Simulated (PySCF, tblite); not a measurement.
# C4H9PSi: dynamics, then NMR shifts on frames, part 2 of 2

tblite 0.8.0 and PySCF 2.14.0. Atoms count from 0. Earlier steps stand in the parts before.

### 5 NMR shieldings: 625 fs, PBE0/pcSseg-1

Job settings and geometry (Å):

```
{"job": {"kind": "nmr", "xc": "PBE0", "basis": "pcSseg-1", "pop": false}, "charge": 0, "multiplicity": 1}
Si     1.993500    -0.375100    -0.168900
C      0.148200     0.145300    -0.001900
C     -0.852400    -0.305700    -0.773100
C     -2.232700     0.124900    -0.421300
P     -2.069800     1.755200     0.430400
C     -0.327700     1.189900     0.965300
H      2.753000    -0.168600     1.020200
H      1.870700    -1.830000    -0.522300
H      2.444300     0.408100    -1.367600
H     -0.708900    -1.088800    -1.489600
H     -2.562800    -0.655100     0.366700
H     -2.869100     0.008100    -1.325700
H     -1.662100     2.514100    -0.601600
H      0.369900     1.976200     0.987000
H     -0.592600     0.672400     1.934200
```

Method: GIAO PBE0/pcSseg-1 NMR shielding, non-relativistic, gas phase.

Output:

```text
coarse grid: 13176 points
cycle   1  E = -788.0716472605  dE =  5.499e-01  |g| = 3.551e-01  |ddm| = 3.529e+00
cycle   2  E = -788.0534511647  dE =  1.820e-02  |g| = 4.399e-01  |ddm| = 8.123e-01
cycle   3  E = -788.1058500805  dE = -5.240e-02  |g| = 4.800e-02  |ddm| = 5.129e-01
cycle   4  E = -788.1063130278  dE = -4.629e-04  |g| = 2.642e-02  |ddm| = 8.691e-02
cycle   5  E = -788.1064700142  dE = -1.570e-04  |g| = 1.082e-02  |ddm| = 3.574e-02
cycle   6  E = -788.1065004115  dE = -3.040e-05  |g| = 2.112e-03  |ddm| = 1.230e-02
cycle   7  E = -788.1065014036  dE = -9.921e-07  |g| = 3.662e-04  |ddm| = 2.682e-03
final grid: 117032 points
cycle   8  E = -788.1426888327  dE = -2.122e-05  |g| = 6.074e-03  |ddm| = 2.801e-02
cycle   9  E = -788.1426802497  dE =  8.583e-06  |g| = 8.273e-03  |ddm| = 1.435e-02
cycle  10  E = -788.1426988423  dE = -1.859e-05  |g| = 3.632e-04  |ddm| = 8.756e-03
cycle  11  E = -788.1426988623  dE = -2.000e-08  |g| = 2.088e-04  |ddm| = 6.042e-04
cycle  12  E = -788.1426988725  dE = -1.025e-08  |g| = 7.143e-05  |ddm| = 2.546e-04
cycle  13  E = -788.1426988738  dE = -1.269e-09  |g| = 1.669e-05  |ddm| = 8.803e-05
cycle  14  E = -788.1426988739  dE = -7.344e-11  |g| = 2.914e-06  |ddm| = 2.641e-05
converged SCF energy = -788.1426988739

GIAO shielding tensors (ppm)
atom      isotropic    diamagn.    paramagn.     s11        s22        s33       span
  0 Si     427.899     881.231    -453.332    393.936    437.091    452.670     58.734
  1 C       40.422     261.292    -220.870    -67.318     29.810    158.775    226.093
  2 C       28.629     257.561    -228.931    -86.578     45.016    127.450    214.027
  3 C      148.701     255.822    -107.122    125.570    150.246    170.286     44.716
  4 P      379.853     964.563    -584.709    227.786    449.085    462.688    234.902
  5 C      147.197     251.060    -103.863    110.410    154.681    176.499     66.089
  6 H       27.930      29.944      -2.014     24.319     26.645     32.826      8.508
  7 H       26.716      29.470      -2.754     22.818     26.008     31.321      8.503
  8 H       26.645      28.916      -2.271     23.169     25.264     31.501      8.332
  9 H       25.227      35.210      -9.983     22.331     24.772     28.577      6.246
 10 H       27.868      29.231      -1.363     23.252     25.786     34.565     11.313
 11 H       28.269      29.397      -1.128     23.733     26.377     34.696     10.963
 12 H       29.126      31.178      -2.052     25.255     27.123     35.001      9.746
 13 H       29.642      31.617      -1.974     24.290     29.357     35.280     10.990
 14 H       27.910      29.480      -1.570     22.480     27.381     33.867     11.387
```

Wall time 13 s (1 thread of Arm Neoverse V2, shared host); peak memory 0.76 GiB.

This run: δ C2 158.3, C1 146.5, C5 39.7, C3 38.2, H9 6.49, H8 5.07 ppm.

### 6 Shielding tensors: 800 fs, PBE0/pcSseg-1

Job settings and geometry (Å):

```
{"job": {"kind": "nmr", "xc": "PBE0", "basis": "pcSseg-1", "pop": false}, "charge": 0, "multiplicity": 1}
Si     1.732500    -0.919400     0.446500
C      0.052300    -0.011100     0.250300
C     -0.947700    -0.459300    -0.525200
C     -2.261700     0.327100    -0.452800
P     -1.784300     2.049300     0.135000
C     -0.117400     1.397000     0.823700
H      2.348100    -0.556100     1.710000
H      1.373300    -2.387900     0.506900
H      2.473900    -0.650400    -0.765900
H     -0.991400    -1.405000    -0.998400
H     -2.901200    -0.217200     0.266600
H     -2.810000     0.259300    -1.362200
H     -1.122600     2.474300    -1.069900
H      0.724000     2.079700     0.543100
H     -0.146400     1.441700     1.938000
```

With the program's defaults for keys left out, this is: GIAO PBE0/pcSseg-1 NMR shielding, non-relativistic, gas phase.

Output:

```text
coarse grid: 13176 points
cycle   1  E = -788.0897364694  dE =  4.013e-01  |g| = 3.243e-01  |ddm| = 3.512e+00
cycle   2  E = -788.0780924571  dE =  1.164e-02  |g| = 3.844e-01  |ddm| = 7.173e-01
cycle   3  E = -788.1180145333  dE = -3.992e-02  |g| = 4.603e-02  |ddm| = 4.545e-01
cycle   4  E = -788.1184769159  dE = -4.624e-04  |g| = 2.183e-02  |ddm| = 7.935e-02
cycle   5  E = -788.1185760655  dE = -9.915e-05  |g| = 1.067e-02  |ddm| = 3.073e-02
cycle   6  E = -788.1186064918  dE = -3.043e-05  |g| = 1.582e-03  |ddm| = 1.147e-02
cycle   7  E = -788.1186070344  dE = -5.425e-07  |g| = 3.274e-04  |ddm| = 2.178e-03
final grid: 117032 points
cycle   8  E = -788.1554990073  dE = -2.210e-05  |g| = 6.229e-03  |ddm| = 3.049e-02
cycle   9  E = -788.1554906027  dE =  8.405e-06  |g| = 8.348e-03  |ddm| = 1.437e-02
cycle  10  E = -788.1555095019  dE = -1.890e-05  |g| = 4.026e-04  |ddm| = 8.830e-03
cycle  11  E = -788.1555095252  dE = -2.325e-08  |g| = 2.439e-04  |ddm| = 6.353e-04
cycle  12  E = -788.1555095400  dE = -1.480e-08  |g| = 6.915e-05  |ddm| = 2.834e-04
cycle  13  E = -788.1555095412  dE = -1.256e-09  |g| = 1.419e-05  |ddm| = 9.085e-05
cycle  14  E = -788.1555095413  dE = -5.707e-11  |g| = 2.736e-06  |ddm| = 2.414e-05
converged SCF energy = -788.1555095413

GIAO shielding tensors (ppm)
atom      isotropic    diamagn.    paramagn.     s11        s22        s33       span
  0 Si     428.025     881.013    -452.988    392.620    430.865    460.589     67.968
  1 C       42.442     260.081    -217.639    -64.280     37.549    154.057    218.337
  2 C       31.177     255.009    -223.831    -77.807     46.086    125.253    203.060
  3 C      147.951     254.586    -106.635    118.750    144.596    180.507     61.757
  4 P      396.362     963.091    -566.728    287.770    429.727    471.590    183.820
  5 C      142.170     250.767    -108.598    109.183    140.841    176.486     67.303
  6 H       27.687      29.569      -1.882     23.948     26.663     32.450      8.501
  7 H       26.737      29.124      -2.387     22.991     25.857     31.364      8.372
  8 H       27.400      29.708      -2.308     24.021     25.656     32.524      8.503
  9 H       25.264      34.574      -9.309     23.019     24.436     28.339      5.319
 10 H       28.990      30.068      -1.078     24.383     26.811     35.776     11.393
 11 H       29.489      30.876      -1.387     25.115     27.525     35.828     10.712
 12 H       27.806      28.306      -0.499     23.045     26.154     34.220     11.174
 13 H       28.289      30.230      -1.940     23.861     27.212     33.795      9.935
 14 H       28.188      29.642      -1.454     22.967     27.609     33.988     11.022
```

It took 15 s on 1 thread of Arm Neoverse V2, shared host; peak memory 0.76 GiB.

In short: δ C2 155.7, C1 144.5, C5 44.8, C3 39.0, H9 6.45, H7 4.98 ppm.

### 7 Shielding tensors: 1000 fs, PBE0/pcSseg-1

Job settings and geometry (Å):

```
{"job": {"kind": "nmr", "xc": "PBE0", "basis": "pcSseg-1", "pop": false}, "charge": 0, "multiplicity": 1}
Si     1.648600    -1.066000     0.788000
C      0.286900     0.089200     0.236400
C     -0.769400    -0.269500    -0.494400
C     -1.920200     0.710100    -0.562900
P     -1.154600     2.352400    -0.028900
C      0.144900     1.419900     0.907600
H      1.391900    -1.513700     2.127400
H      1.579200    -2.233300    -0.002900
H      2.912000    -0.315200     0.665100
H     -0.931600    -1.297400    -0.878900
H     -2.662700     0.560800     0.201000
H     -2.432000     0.803900    -1.557600
H     -0.272900     2.535900    -1.173200
H      1.064200     1.953900     0.811400
H     -0.061700     1.342300     1.942700
```

Level: GIAO PBE0/pcSseg-1 NMR shielding, non-relativistic, gas phase.

Output:

```text
coarse grid: 13176 points
cycle   1  E = -788.0873984261  dE =  5.989e-01  |g| = 3.478e-01  |ddm| = 3.550e+00
cycle   2  E = -788.0705895379  dE =  1.681e-02  |g| = 4.271e-01  |ddm| = 7.630e-01
cycle   3  E = -788.1191159647  dE = -4.853e-02  |g| = 5.627e-02  |ddm| = 4.907e-01
cycle   4  E = -788.1196835421  dE = -5.676e-04  |g| = 3.307e-02  |ddm| = 9.055e-02
cycle   5  E = -788.1199526864  dE = -2.691e-04  |g| = 8.856e-03  |ddm| = 3.836e-02
cycle   6  E = -788.1199738477  dE = -2.116e-05  |g| = 1.497e-03  |ddm| = 1.128e-02
cycle   7  E = -788.1199743412  dE = -4.935e-07  |g| = 2.717e-04  |ddm| = 2.386e-03
final grid: 117032 points
cycle   8  E = -788.1559193291  dE = -2.354e-05  |g| = 6.650e-03  |ddm| = 2.857e-02
cycle   9  E = -788.1559095629  dE =  9.766e-06  |g| = 8.997e-03  |ddm| = 1.546e-02
cycle  10  E = -788.1559312965  dE = -2.173e-05  |g| = 3.312e-04  |ddm| = 9.497e-03
cycle  11  E = -788.1559313206  dE = -2.408e-08  |g| = 1.143e-04  |ddm| = 5.759e-04
cycle  12  E = -788.1559313239  dE = -3.251e-09  |g| = 3.335e-05  |ddm| = 1.715e-04
cycle  13  E = -788.1559313242  dE = -2.824e-10  |g| = 8.308e-06  |ddm| = 5.342e-05
converged SCF energy = -788.1559313242

GIAO shielding tensors (ppm)
atom      isotropic    diamagn.    paramagn.     s11        s22        s33       span
  0 Si     430.011     881.867    -451.857    393.595    421.761    474.675     81.080
  1 C       39.905     260.354    -220.450    -63.013     23.550    159.177    222.191
  2 C       30.403     253.858    -223.455    -77.168     41.018    127.360    204.529
  3 C      148.081     253.209    -105.128    117.544    148.810    177.888     60.344
  4 P      369.780     964.006    -594.226    276.855    390.642    441.843    164.988
  5 C      154.910     252.580     -97.670    127.307    151.914    185.510     58.203
  6 H       27.988      30.044      -2.055     24.782     26.016     33.167      8.385
  7 H       28.023      30.781      -2.759     24.072     26.924     33.072      8.999
  8 H       27.346      29.276      -1.929     23.888     25.967     32.184      8.296
  9 H       24.544      32.321      -7.777     21.774     24.943     26.915      5.140
 10 H       29.364      30.610      -1.247     24.745     27.365     35.981     11.237
 11 H       28.402      28.769      -0.367     23.807     26.162     35.239     11.432
 12 H       27.775      28.535      -0.761     23.491     26.012     33.821     10.330
 13 H       29.674      31.796      -2.122     24.779     28.566     35.676     10.896
 14 H       30.247      31.373      -1.125     24.871     29.173     36.698     11.827
```

Wall time 17 s (1 thread of Arm Neoverse V2, shared host); peak memory 0.77 GiB.

This run: δ C2 156.5, C1 147.0, C3 38.8, C5 32.0, H9 7.17, H8 4.37 ppm.

### 8 Side by side: NMR shifts

Shifts (ppm) of some atoms, chosen among heavy atoms and hydrogens apart, with basis size and wall time:

```csv
frame,C2,C1,C5,C3,H10,H14,P4,functions,time
250 fs,156.6,137.2,37.2,35.3,2.73,2.35,-94.0,161,18 s
425 fs,149.4,141.6,42.3,41.2,4.14,2.34,-83.1,161,12 s
625 fs,158.3,146.5,39.7,38.2,3.85,3.81,-61.5,161,13 s
800 fs,155.7,144.5,44.8,39.0,2.73,3.53,-78.0,161,15 s
1000 fs,156.5,147.0,32.0,38.8,2.35,1.47,-51.4,161,17 s
```

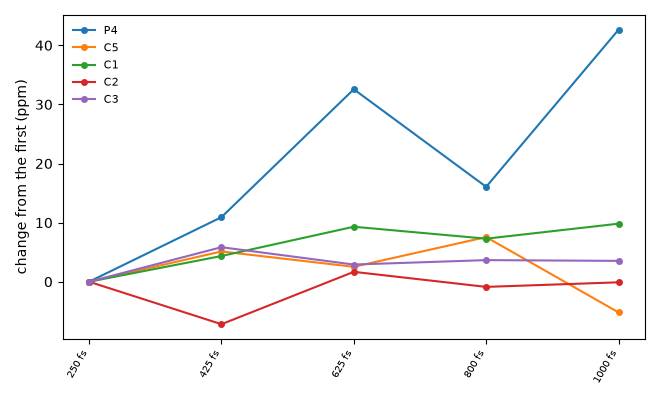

How five of the tabulated atoms move from run to run.

### 9 Outcome

The summary covers parts 1 to 2.

```
                                        quantity                                                     value
                                      thermostat                                                     200 K
                   mean temperature, second half                                                     241 K
         mean potential energy above the minimum                                                   0.39 eV
  13C shifts against TMS (PBE0/pcSseg-1, 250 fs)                              156.6, 137.2, 37.2, 35.3 ppm
   1H shifts against TMS (PBE0/pcSseg-1, 250 fs)  6.63, 5.22, 4.59, 4.34, 2.73, 2.55, 2.49, 2.35, 2.16 ppm
 29Si shifts against TMS (PBE0/pcSseg-1, 250 fs)                                                 -79.1 ppm
31P shifts against H3PO4 (PBE0/pcSseg-1, 250 fs)                                                 -94.0 ppm
           surface potential, 1st and 99th percentile                                        -0.98 V and 0.87 V
                        range of the shift of P4                                        -94.0 to -51.4 ppm
```

What this shows: In the second half the potential energy averages 0.39 eV above the minimum; equipartition over 39 harmonic modes at 200 K would give 0.34 eV. With 15 atoms the temperature swings widely (104 to 336 K). Shifts at one fixed geometry are not the observed spectrum, which averages over the motion. In the first frame run (250 fs): The widest tensor belongs to C1: span 214 ppm, with a paramagnetic part of -210 ppm. At PBE0/pcSseg-1, counted by nearest atom on the grid, the HOMO lies on P4 59 %; C1, C2, C5 about 7 % each, the LUMO on C1, C2 about 27 % each; H8, H9 about 7 % each. In ppm, P4 moves most: its shift spreads over 42.6 ppm, from -94.0 (250 fs) to -51.4 (1000 fs).
